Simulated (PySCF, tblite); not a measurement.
**C6H10FO radical: geometry, infrared bands and EPR parameters**

What infrared bands and EPR parameters should C6H10FO radical (`[CH2][C@H](CF)CC(C)=O`) show?

The runs use tblite 0.8.0 and PySCF 2.14.0, with density-fitted response routines of our own; the level of theory stands in each step. All values are computed, except where a source is named. Atoms are numbered from 0 throughout.

### 1 Starting geometry

18 atoms, charge 0, multiplicity 2; geometry from: force field or distance geometry start.

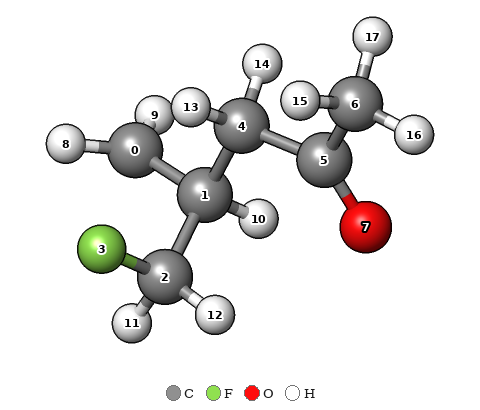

The starting geometry (carbon grey, fluorine green, oxygen red, hydrogen white), atoms numbered.

### 2 Geometry optimisation with GFN2-xTB

The job: settings as JSON, then the geometry in Å.

```
{"job": {"kind": "relax", "xc": "GFN2-xTB", "basis": "xTB"}, "charge": 0, "multiplicity": 2}
C     -1.922300     1.488600     0.051900
C     -1.119800     0.345600    -0.484700
C     -1.652500    -0.999400     0.044800
F     -1.473300    -1.065400     1.380600
C      0.354600     0.536800    -0.078200
C      1.282900    -0.434600    -0.786600
C      2.703600    -0.485500    -0.274100
O      0.936900    -1.117300    -1.735200
H     -2.283300     1.480900     1.079100
H     -2.033800     2.399500    -0.525300
H     -1.217500     0.344900    -1.569200
H     -2.739200    -1.094100    -0.149200
H     -1.163400    -1.851600    -0.403000
H      0.488400     0.421000     0.994600
H      0.686500     1.556400    -0.354900
H      2.697500    -0.788300     0.792500
H      3.277000    -1.218500    -0.841500
H      3.169200     0.487300    -0.381200
```

Launch:

```bash
OMP_NUM_THREADS=1 python probes_run.py task.json out
```

This one command runs all jobs of the session in turn.

The log of the run:

```text
step      E/eV     max force
  0    -725.13866    1.174
  1    -725.18241    1.367
  2    -725.19860    0.449
  3    -725.20418    0.222
  4    -725.20901    0.180
  5    -725.21340    0.224
  6    -725.21626    0.137
  7    -725.21735    0.081
  8    -725.21802    0.075
  9    -725.21874    0.089
 10    -725.21944    0.085
 11    -725.21998    0.062
 12    -725.22037    0.058
 13    -725.22070    0.063
 14    -725.22101    0.072
 15    -725.22133    0.053
 16    -725.22163    0.048
 17    -725.22188    0.040
 18    -725.22207    0.033
 19    -725.22220    0.027
 20    -725.22233    0.039
 21    -725.22247    0.043
 22    -725.22262    0.031
 23    -725.22276    0.034
 24    -725.22290    0.028
 25    -725.22306    0.042
 26    -725.22325    0.042
 27    -725.22345    0.045
 28    -725.22367    0.044
 29    -725.22394    0.054
 30    -725.22427    0.067
 31    -725.22459    0.049
 32    -725.22486    0.037
 33    -725.22510    0.044
 34    -725.22541    0.055
 35    -725.22580    0.060
 36    -725.22628    0.072
 37    -725.22682    0.069
 38    -725.22744    0.054
 39    -725.22818    0.074
 40    -725.22901    0.069
 41    -725.22978    0.062
 42    -725.22991    0.151
 43    -725.23052    0.097
 44    -725.23092    0.052
 45    -725.23124    0.029
 46    -725.23154    0.034
 47    -725.23172    0.029
 48    -725.23188    0.026
 49    -725.23200    0.024
 50    -725.23215    0.026
 51    -725.23234    0.038
 52    -725.23255    0.041
 53    -725.23277    0.036
 54    -725.23295    0.045
 55    -725.23313    0.035
 56    -725.23328    0.027
 57    -725.23345    0.028
 58    -725.23355    0.023
 59    -725.23366    0.018
 60    -725.23373    0.018
 61    -725.23380    0.018
 62    -725.23387    0.019
 63    -725.23393    0.021
 64    -725.23401    0.021
 65    -725.23412    0.023
 66    -725.23425    0.029
 67    -725.23439    0.031
 68    -725.23454    0.027
 69    -725.23465    0.028
 70    -725.23473    0.021
 71    -725.23479    0.025
 72    -725.23485    0.018
 73    -725.23492    0.020
 74    -725.23498    0.021
 75    -725.23502    0.014
 76    -725.23505    0.014
 77    -725.23509    0.013
 78    -725.23514    0.018
 79    -725.23518    0.021
 80    -725.23523    0.018
 81    -725.23527    0.017
 82    -725.23530    0.018
 83    -725.23534    0.018
 84    -725.23538    0.016
 85    -725.23540    0.008
```

Run time: 0.63 s. Hardware: 1 thread of AMD EPYC 7R43, shared host.

Step by step: (not every step is listed)

```tsv
step	energy from step 0 (eV)	largest force (eV/Å)
0	0.0000	1.1738
1	-0.0438	1.3674
2	-0.0599	0.4486
3	-0.0655	0.2223
4	-0.0704	0.1802
5	-0.0747	0.2239
6	-0.0776	0.1374
7	-0.0787	0.0810
8	-0.0794	0.0746
15	-0.0827	0.0533
22	-0.0840	0.0305
29	-0.0853	0.0542
36	-0.0876	0.0718
43	-0.0919	0.0969
50	-0.0935	0.0256
57	-0.0948	0.0285
64	-0.0954	0.0209
71	-0.0961	0.0248
78	-0.0965	0.0182
80	-0.0966	0.0181
81	-0.0966	0.0173
82	-0.0966	0.0182
83	-0.0967	0.0179
84	-0.0967	0.0158
85	-0.0967	0.0079
```

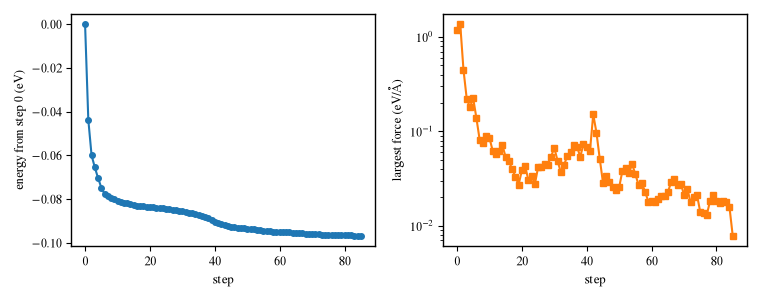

Energy and force, step by step.

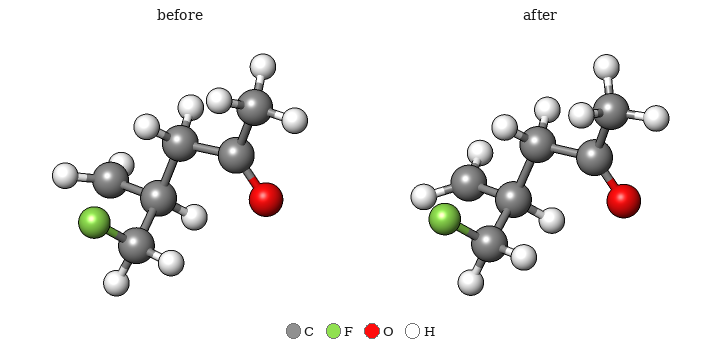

The geometry before (left) and after (right).

Close pairs (by a distance rule), those that changed most:

```tsv
bond	before (Å)	after (Å)	change (Å)
C2–F3	1.349	1.377	+0.027
C0–C1	1.496	1.472	-0.024
C6–H15	1.109	1.089	-0.020
C0–H8	1.089	1.071	-0.018
C4–H14	1.107	1.093	-0.015
C5–O7	1.219	1.205	-0.014
C2–H11	1.108	1.094	-0.014
C2–H12	1.080	1.094	+0.014
```

The next job starts from the end point, and lists it.

### 3 Vibrational analysis with GFN2-xTB

The job: settings as JSON, then the geometry in Å.

```
{"job": {"kind": "ir", "xc": "GFN2-xTB", "basis": "xTB"}, "charge": 0, "multiplicity": 2}
C     -1.935363     1.491361    -0.016057
C     -1.122449     0.343645    -0.451565
C     -1.617286    -0.970391     0.151249
F     -1.473969    -0.962680     1.520574
C      0.373104     0.549097    -0.107239
C      1.270825    -0.406742    -0.863611
C      2.666718    -0.512288    -0.306096
O      0.900949    -1.028959    -1.826448
H     -2.682419     1.382301     0.743932
H     -1.710787     2.473880    -0.382398
H     -1.167422     0.227484    -1.546302
H     -2.680916    -1.123149    -0.053648
H     -1.037482    -1.819549    -0.221330
H      0.525130     0.435299     0.967056
H      0.671275     1.564828    -0.378571
H      2.627483    -1.072702     0.626667
H      3.311752    -1.038154    -1.005071
H      3.072098     0.473033    -0.090965
```

The log of the run:

```text
mode    cm-1     km/mol
  1      35.3      4.18
  2      55.9      6.02
  3      84.4      3.37
  4     104.3      0.90
  5     121.9      1.83
  6     167.1     10.75
  7     231.3      7.21
  8     310.4      5.40
  9     346.0      2.61
 10     412.4      0.88
 11     469.9     16.35
 12     480.4     29.73
 13     590.7      6.48
 14     596.5      5.60
 15     816.0      5.78
 16     867.7      3.16
 17     884.0      1.10
 18     928.0      1.22
 19     958.0      3.29
 20     982.8     51.70
 21     994.1     38.43
 22    1040.9     12.57
 23    1111.4     14.51
 24    1133.0      9.77
 25    1143.2     46.46
 26    1160.4     62.60
 27    1212.0     59.03
 28    1233.5      7.24
 29    1294.3     20.57
 30    1301.9      9.13
 31    1322.0      8.20
 32    1367.7     33.41
 33    1396.4      1.58
 34    1425.7     13.64
 35    1448.7      9.69
 36    1451.1      5.12
 37    1458.2      9.23
 38    1773.0    298.65
 39    2843.9     12.14
 40    2959.7     29.11
 41    2965.5      7.26
 42    2967.7     26.30
 43    2995.2      8.71
 44    3020.8      5.57
 45    3041.1      8.23
 46    3056.6     12.43
 47    3140.5     18.49
 48    3187.2     22.78
```

Wall time 0.72 s (1 thread of AMD EPYC 7R43, shared host).

Which atoms move in the most intense modes:

```tsv
cm⁻¹	km/mol	atoms
480	29.7	C5 21 %, H9 20 %, C0 18 %, H8 13 %
983	51.7	C6 14 %, F3 12 %, C2 11 %, H10 10 %
994	38.4	H17 25 %, C6 13 %, C5 13 %, H14 11 %
1143	46.5	C5 25 %, C1 13 %, H16 11 %
1160	62.6	C5 19 %, H10 15 %, H11 11 %, C1 11 %
1212	59.0	H10 59 %
1368	33.4	H15 30 %, H17 28 %, H16 21 %, C6 20 %
1773	298.6	C5 62 %, O7 37 %
```

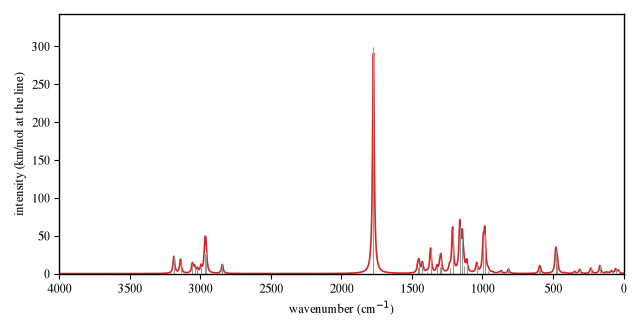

The infrared spectrum from these modes, unscaled. Lines are broadened to a width of 14 cm⁻¹ (Lorentzian).

### 4 EPR parameters: B3LYP/pcH-1

Same as in step 3 but for these lines:

```diff
@@ -1,2 +1,2 @@
-{"job": {"kind": "ir", "xc": "GFN2-xTB", "basis": "xTB"}, "charge": 0, "multiplicity": 2}
+{"job": {"kind": "epr", "basis": "pcH-1"}, "charge": 0, "multiplicity": 2}
 C     -1.935363     1.491361    -0.016057
```

Method: UKS B3LYP, pcH-1 on C F H O, non-relativistic, mean-field spin-orbit, GIAO.

The log of the run:

```text
UKS, coarse grid
  cycle   1  E = -409.52013895  |g| = 6.78e-01
  cycle   2  E = -409.01988624  |g| = 1.34e+00
  cycle   3  E = -409.67555724  |g| = 1.96e-01
  cycle   4  E = -409.69043053  |g| = 6.76e-02
  cycle   5  E = -409.69182678  |g| = 2.07e-02
  cycle   6  E = -409.69197696  |g| = 5.31e-03
  cycle   7  E = -409.69198786  |g| = 1.33e-03
  cycle   8  E = -409.69198985  |g| = 7.59e-04
UKS, final grid
  cycle   1  E = -409.69195287  |g| = 8.94e-04
  cycle   2  E = -409.69195262  |g| = 1.19e-03
  cycle   3  E = -409.69195322  |g| = 2.03e-04
  cycle   4  E = -409.69195323  |g| = 3.97e-05
  cycle   5  E = -409.69195324  |g| = 2.80e-05
E = -409.69195324 Eh   <S^2> = 0.7536 (exact 0.7500)
g shifts (ppm)      1          2          3
  rmc          -142       -142       -142
  gc              8         36         20
  oz_so           9        532        646
  total        -126        426        523
hyperfine (MHz)  atom isotope    a_iso     a_fc   dipolar eigenvalues
    0   13C      89.85      89.85    -81.47    -80.81    162.28
    1   13C     -30.98     -30.98     -2.51      0.77      1.73
    2   13C       1.11       1.11     -1.10     -0.54      1.65
    3   19F      -1.37      -1.37     -5.45     -2.70      8.16
    4   13C      55.71      55.71     -5.41     -5.11     10.53
    5   13C       4.71       4.71     -1.33     -0.97      2.30
    6   13C       6.38       6.38     -0.61     -0.54      1.15
    7   17O      -1.09      -1.09     -2.76      1.22      1.53
    8    1H     -64.34     -64.34    -39.76      0.22     39.53
    9    1H     -62.38     -62.38    -39.22     -0.33     39.55
   10    1H     105.88     105.88     -5.66     -3.72      9.38
   11    1H      -1.43      -1.43     -3.35     -2.91      6.26
   12    1H      -0.78      -0.78     -1.77     -1.61      3.38
   13    1H      -3.66      -3.66     -4.83     -2.09      6.93
   14    1H       0.65       0.65     -5.28     -2.45      7.73
   15    1H      -0.35      -0.35     -0.80     -0.47      1.27
   16    1H       1.42       1.42     -0.66     -0.41      1.06
   17    1H      -0.35      -0.35     -0.90     -0.47      1.37
```

Wall time 81 s (1 thread of AMD EPYC 7R43, shared host); peak memory 0.96 GiB.

Principal g values 2.00219, 2.00275, 2.00284; g(iso) = 2.00259, against 2.00232 for a free electron.

Mean a(iso) over the nuclei that a row names, and the largest dipolar term of the row (other rows stand at the frozen geometry):

```tsv
nuclei	isotope	a(iso) (MHz)	a(iso) (G, at g = 2.0023)	largest dipolar term (MHz)
H10	1H	105.9	37.8	9.4
C0	13C	89.8	32.1	162.3
H8, H9	1H	-63.4	-22.6	-39.8
C4	13C	55.7	19.9	10.5
C1	13C	-31.0	-11.1	-2.5
C6	13C	6.4	2.3	1.1
C5	13C	4.7	1.7	2.3
H13	1H	-3.7	-1.3	6.9
H11	1H	-1.4	-0.5	6.3
F3	19F	-1.4	-0.5	8.2
C2	13C	1.1	0.4	1.6
O7	17O	-1.1	-0.4	-2.8
H12	1H	-0.8	-0.3	3.4
H14	1H	0.6	0.2	7.7
```

Mulliken spin populations:

C0 1.08; C1 -0.09; C2 0.00; F3 0.00; C4 0.04; C5 0.00; C6 0.00; O7 0.01; H8 -0.05; H9 -0.05; H10 0.04; H11 0.00; H12 0.00; H13 0.00; H14 0.00; H15 0.00; H16 0.00; H17 0.00

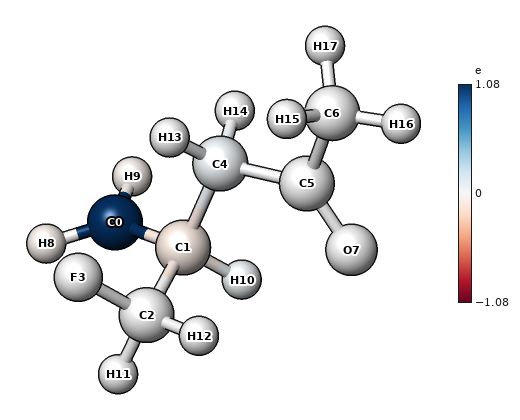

Mulliken spin populations, as colours on the atoms.

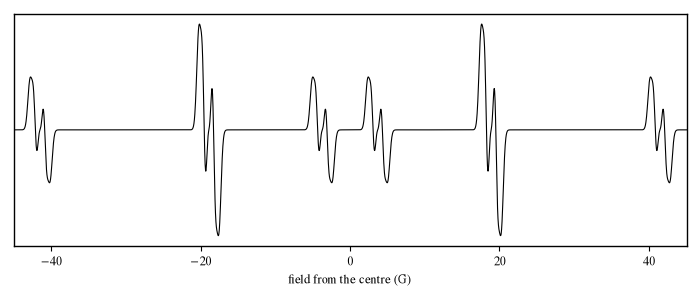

First-order isotropic spectrum (first derivative, main isotopes with spin only, couplings over 0.8 MHz, Gaussian width 0.3 G; couplings of the frozen geometry, rotation of groups not averaged beyond the rows shown).

The fields below are evaluated on a grid from the run's orbitals.

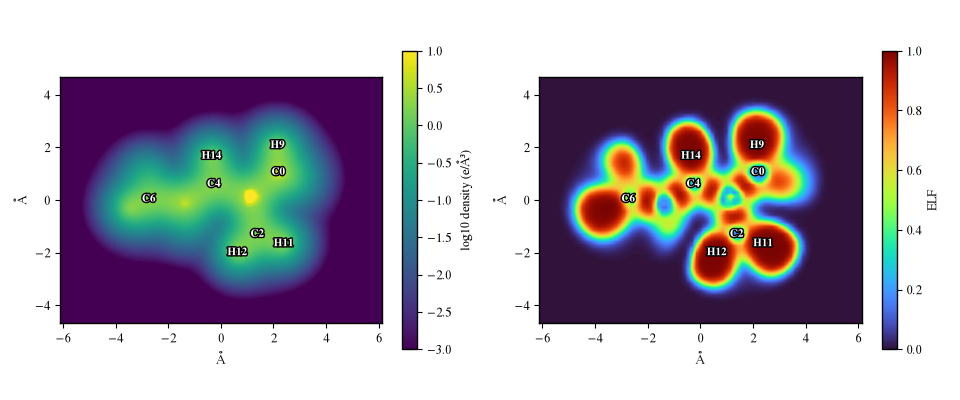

Density (left) and ELF (right) in a plane through or near 8 of the atoms.

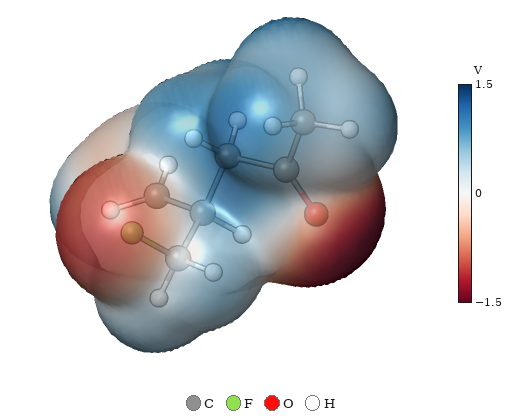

The potential that a unit positive charge feels on the 0.002 e/bohr³ surface, from -1.50 V near O7 to 1.11 V near H17.

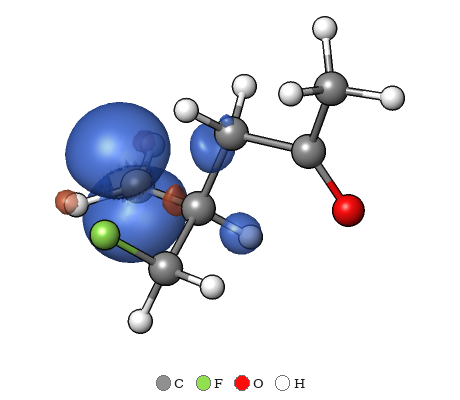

Spin density at ±0.04 e/Å³ (alpha excess blue, beta excess red).

### 5 Outcome

| quantity | value |
| --- | --- |
| strongest single infrared mode (GFN2-xTB) | 1773 cm⁻¹, 299 km/mol |
| zero-point energy (GFN2-xTB) | 89.9 kcal/mol |
| g(iso) (B3LYP) | 2.00259 |
| ⟨S²⟩ | 0.754 (exact 0.75) |
| largest a(iso) (averaged by class) | 1H on H10, 105.9 MHz |
| surface potential, least and greatest | -1.50 V and 1.11 V |

In words: Relaxing lowered the energy by 0.097 eV in 85 steps; the close pair that moved most is C2–F3, from 1.349 to 1.377 Å. No mode is imaginary among the 48: a minimum at this level. The strongest single mode, at 1773 cm⁻¹, moves mainly C5 and O7. Unscaled tight-binding wavenumbers are off by several per cent, some by more. Its intensities can rank the bands wrongly. C0 carries the largest spin population, 1.08 e. The isotropic g lies 0.3 ppt above the free-electron value.
